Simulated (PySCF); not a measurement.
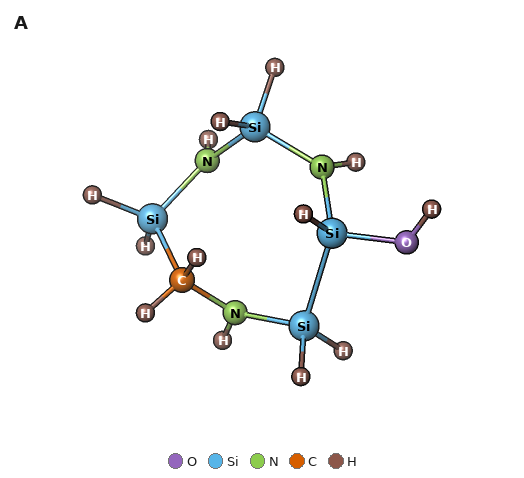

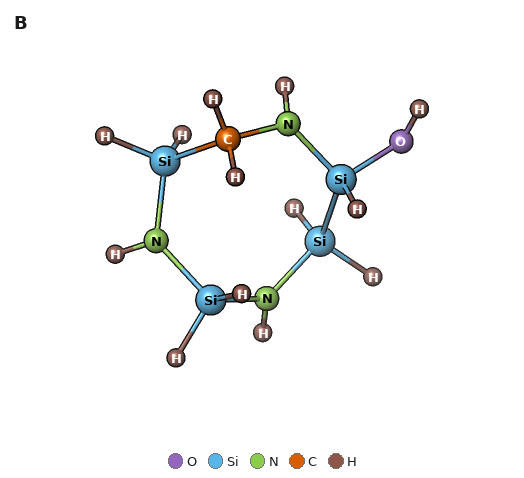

2 stationary structures of one formula. Geometries: GFN2-xTB. Electronic energies: PBE0/pcSseg-1 (PySCF 2.14.0), without zero-point energy. No frequency run is at hand to confirm each as a minimum.

Question: How are they related?

Answer: They are constitutional isomers of CH13N3OSi4: A `O[Si@H]1N[SiH2]N[SiH2]CN[SiH2]1`, B `O[Si@H]1NC[SiH2]N[SiH2]N[SiH2]1`.

Question: Rank them by energy, lowest first.

Answer: A is lowest; B lies 4.1 kcal/mol above it.

The geometry is semi-empirical. Around Si such bond lengths and angles can be off by a tenth of an ångström or more and by several degrees, and values that hang on the shape move with them.
